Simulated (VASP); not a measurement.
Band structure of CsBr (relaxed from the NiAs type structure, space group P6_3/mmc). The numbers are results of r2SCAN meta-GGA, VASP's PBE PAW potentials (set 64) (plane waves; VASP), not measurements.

Unless said otherwise, spin-orbit coupling is left out, though it shifts the bands of the heavy elements here.

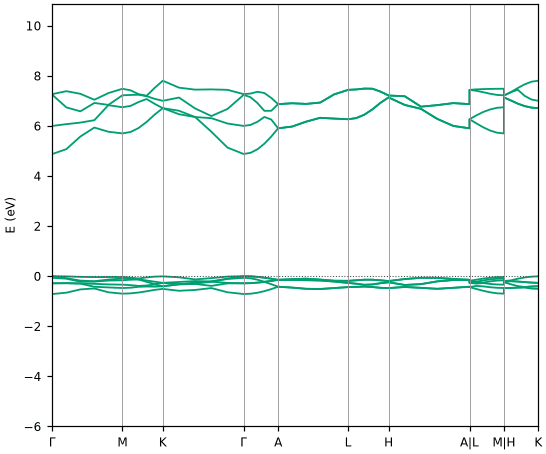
Bands along high-symmetry lines, zero at the valence-band maximum or, without a gap, the Fermi level

Task: Read the plot: is there a gap, and where are the band edges?

Result: The gap is direct, 4.88 eV, from the valence maximum at Γ to the conduction minimum at Γ.

The structure was generated: CsBr was put into the NiAs type type (P6_3/mmc), which need not be its known phase. It was relaxed first, which changed the volume by -17 %.
